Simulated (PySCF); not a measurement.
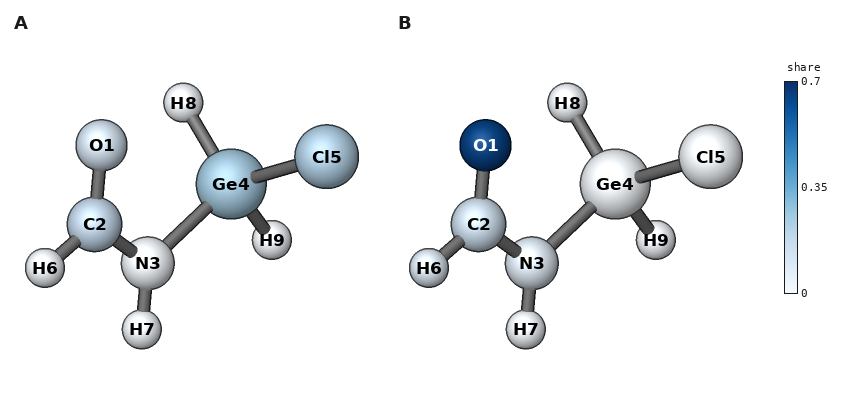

Each panel colours the atoms by their Löwdin share in one orbital (up to four of the largest shares; other atoms are shown as zero). The computed structure is the end point of a GFN2-xTB optimisation. No frequency run is at hand to confirm it as a minimum. Computed with PBE0/def2-SVPD (PySCF 2.14.0).

**The panels show the HOMO, LUMO, in some order. Which is which?**

A: LUMO, −0.48 eV; Ge4 0.24, Cl5 0.21, C2 0.17, O1 0.11
B: HOMO, −7.95 eV; O1 0.65, C2 0.13, H6 0.07, N3 0.07

The geometry is semi-empirical. Around Ge such bond lengths and angles can be off by a tenth of an ångström or more and by several degrees, and values that hang on the shape move with them.
